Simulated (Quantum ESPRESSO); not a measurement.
# O K edge of the forms of TiO2

Can the O K edge tell the forms of TiO2 apart?

Each spectrum comes from a core-hole supercell calculation (Quantum ESPRESSO XSpectra, PBE, full core hole (charged cell), supercells with 5.4 to 5.5 Å between holes, Lorentzian half width 0.4 eV up to 4 eV, rising linearly to 1.75 eV at 25 eV (folded afterwards from narrower runs)). Logs are left out.

### Step 1. The absorbers

| crystal | absorber's surroundings | own zero (eV) | rising edge (eV) | first and strongest maxima up to 24 eV above its own zero, eV (height) |
| --- | --- | --- | --- | --- |
| TiO2 (Anatase, I4_1/amd) | 2 Ti at 1.93 Å and 1 Ti at 1.98 Å (distorted T-shaped, site symmetry 2mm) | 528.6 | 529.1 | 1.3 eV (1.72), 3.6 eV (1.90), 9.8 eV (1.01) and 14.9 eV (1.51) |
| TiO2 (Rutile, P4_2/mnm) | 2 Ti at 1.95 Å and 1 Ti at 1.98 Å (distorted trigonal planar, site symmetry m2m) | 528.8 | 528.9 | 0.9 eV (1.49), 3.7 eV (2.02), 13.2 eV (1.53) and 23.7 eV (0.72) |

Volume per atom: 11.35 Å³ (I4_1/amd) and 10.39 Å³ (P4_2/mnm).

The rising edge is the photon energy at which the scaled intensity first reaches 0.6 (total-energy differences plus the lowest empty eigenvalue of the charged cell, less 8.9 eV, the free-atom term for the hole's spin); it carries a common error. Such values are good to a few eV.

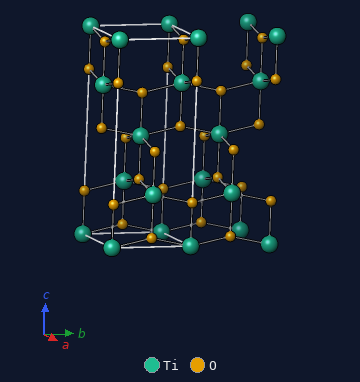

TiO2 (Anatase, I4_1/amd) (titanium teal, oxygen orange). 1×2×1 conventional cells are drawn. Some periodic images of atoms are drawn too.

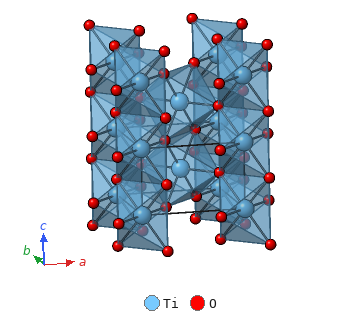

TiO2 (Rutile, P4_2/mnm) (titanium blue, oxygen red). 1×1×2 cells are drawn. Some periodic images of atoms are drawn too.

### Step 2. The spectra

Energy from 528.6 eV, the lowest zero; each curve has a mean of 1 over its first 20 eV:

```tsv
E (eV)	TiO2 I4_1/amd	TiO2 P4_2/mnm
-2.0	0.08	0.08
-0.5	0.18	0.22
1.0	1.50	1.48
2.5	0.85	0.67
4.0	1.85	1.97
5.5	0.52	0.52
7.0	0.42	0.32
8.5	0.78	0.63
10.0	1.01	1.19
11.5	0.90	1.25
13.0	1.10	1.52
14.5	1.46	1.34
16.0	1.29	1.15
17.5	0.82	0.74
19.0	0.69	0.55
20.5	0.77	0.56
22.0	0.81	0.64
23.5	0.74	0.71
25.0	0.66	0.69
26.5	0.58	0.64
28.0	0.59	0.58
29.5	0.64	0.59
31.0	0.71	0.65
```

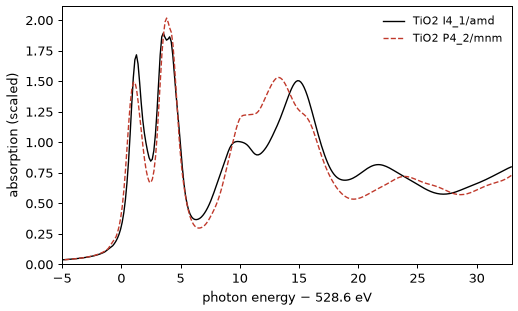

The O K edges.

### Step 3. Reading

After the best relative shift (up to 4 eV allowed) the shapes differ by 19 % r.m.s. (of the curve's own r.m.s. level). Between 0 and 20 eV on the axis shown, they part most near 12.6 eV, where TiO2 (Rutile, P4_2/mnm) is higher by 0.4. The rising edges span 0.3 eV, lowest for TiO2 (Rutile, P4_2/mnm). The computed edges of the forms differ. How much of a difference is left by the finite cells wasn't tested for these crystals. For TiO2 (Anatase, I4_1/amd): a K edge sees empty p states; the first features are O p mixed into the empty d states of the Ti neighbours, and the broad ones above probably into the cations' higher empty bands. Ti is d⁰ and octahedral here, so the pair, 2.3 eV apart, is its t₂g and e_g bands. For TiO2 (Rutile, P4_2/mnm): a K edge sees empty p states; the first features are O p mixed into the empty d states of the Ti neighbours, and the broad ones above probably into the cations' higher empty bands. Ti is d⁰ and octahedral here, so the pair, 2.8 eV apart, is its t₂g and e_g bands.

 Lifetime broadening is put in by hand, and intensities beyond about 20 eV depend on it. All cells keep the holes under 6.5 Å apart, so shapes are probably not fully converged. The structures are entries of the Crystallography Open Database, used as given.

[Logs are printed without paths, hosts, clocks, repeated set-up lines and the standing remarks that a program may print on its own settings, such as how far it seeks lower states.]

[Hosts, paths, dates, database ids (printed as entryN), source tags and the programs' standing remarks are cut or masked in the printed files.]
